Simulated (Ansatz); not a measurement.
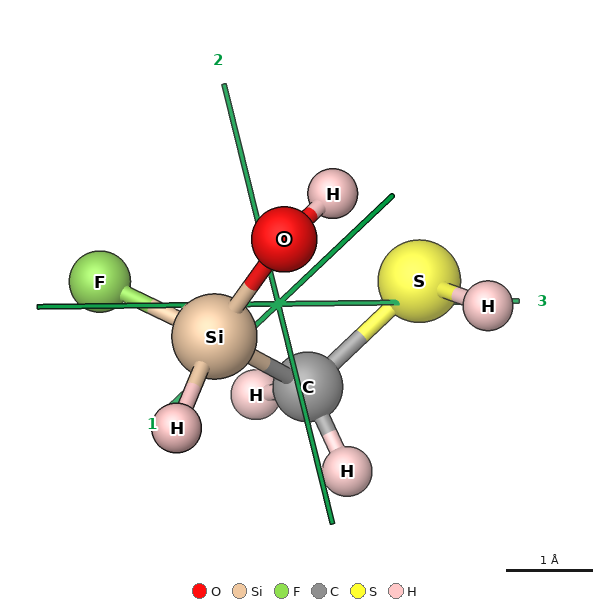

The three principal axes of inertia are drawn and numbered. Atoms fade into the background with distance from the viewer. Computed geometry: PBE-D4/def2-SVP optimisation. No frequency run is at hand to confirm it as a minimum. Masses are those of the most abundant isotopes; constants are for the rigid equilibrium geometry.

Q: Which line is the a axis (least moment of inertia), which b and which c?

A: a is line 3, b is line 1, c is line 2; the moments are 100, 272, 313 u Å².

Q: Classify the rotor and give the rotational constants (cm⁻¹).

A: An asymmetric top (C1): A = 0.168, B = 0.0619, C = 0.0538 cm⁻¹. Ray's parameter κ is −0.86, close to the prolate limit.
